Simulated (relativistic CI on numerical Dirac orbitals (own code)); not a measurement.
**Cr⁵⁺: relativistic CI calculation**

Cr⁵⁺. Computed at this level: Dirac-Coulomb-Breit CI, KLI orbitals optimised for each configuration, model QED (radiative potential, 1s self-energy scaled to tabulated hydrogen-like ionisation energies), valence Slater integrals scaled by 0.7, multiplet model of core-to-valence dipole absorption in a parametric crystal field (relativistic CI on numerical Dirac orbitals, in-house).

## Input file
```
atom Cr  Z=24  charge=5  electrons=19
nucleus A=52  rms_radius_fm=3.6452
hamiltonian dirac-coulomb  breit=on  qed=on  c_scale=1
orbitals kli  potential=per-configuration
slater_scale 0.7
correlation none
mixing on
configurations
  [Ar] 3d
  [He] 2s2 2p5 3s2 3p6 3d2
end
absorption L2,3 T=300 lorentz=0.4 gauss=0.3
crystal_field Oh 10Dq=35400
```

Hardware: 1 CPU thread, shared host.

The program writes its results to a structured record and prints no log; tables and figures of this report are taken from that record.

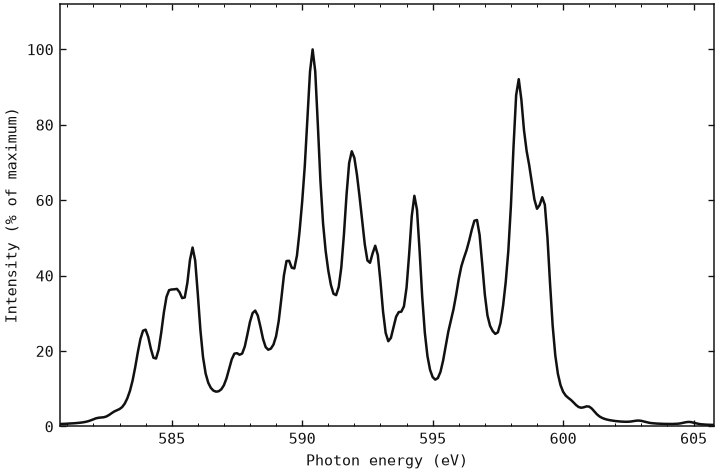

L₂,₃ X-ray absorption of Cr VI (Cr⁵⁺), [Ar] 3d, in a field of Oh symmetry with 10Dq = 35,400 cm⁻¹. Multiplet model: relativistic Dirac–Coulomb–Breit theory, one configuration a step, Slater integrals scaled by 0.7, 300 K, Voigt broadening (Lorentzian 0.4 eV, Gaussian 0.3 eV full widths), computed with a radial Dirac CI code. The main maxima lie at 584.0 eV (26), 585.2 eV (36), 585.8 eV (47), 588.2 eV (31), 589.5 eV (44), 590.4 eV (100), 591.9 eV (73), 592.8 eV (48), 594.3 eV (61), 596.7 eV (55), 598.3 eV (92) and 599.2 eV (61), heights in % of the largest; the centroid is at 592.6 eV. The ground state has S = 0.50.

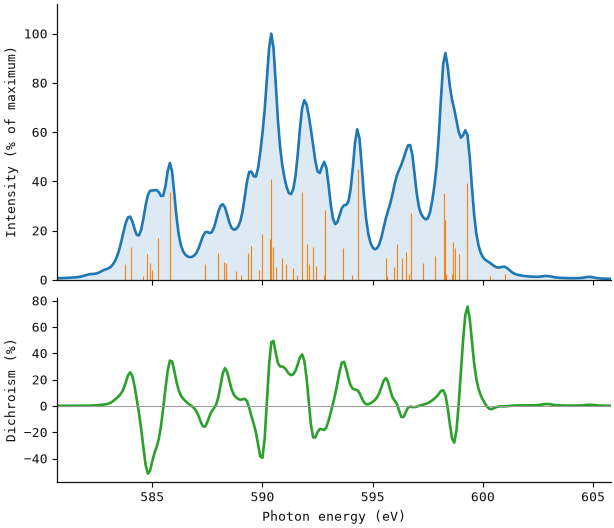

L₂,₃ X-ray absorption of Cr⁵⁺, [Ar] 3d, in a field of Oh symmetry with 10Dq = 35,400 cm⁻¹. Sticks are the strongest transitions, on a scale of their own. Dichroism is for the ground state at zero temperature, magnetised by an exchange field of 10 meV on Sz. The ground state has S = 0.50. The circular dichroism (Δm = −1 less Δm = +1) is largest at 599.3 eV, 75 % of the isotropic maximum. The magnetised ground state has ⟨Lz⟩ = 1.00 and ⟨Sz⟩ = −0.50.

## Results in brief

- outcome: converged

## Notes

Limits: free-ion energies, so absolute edge positions are off by a few eV from solids.
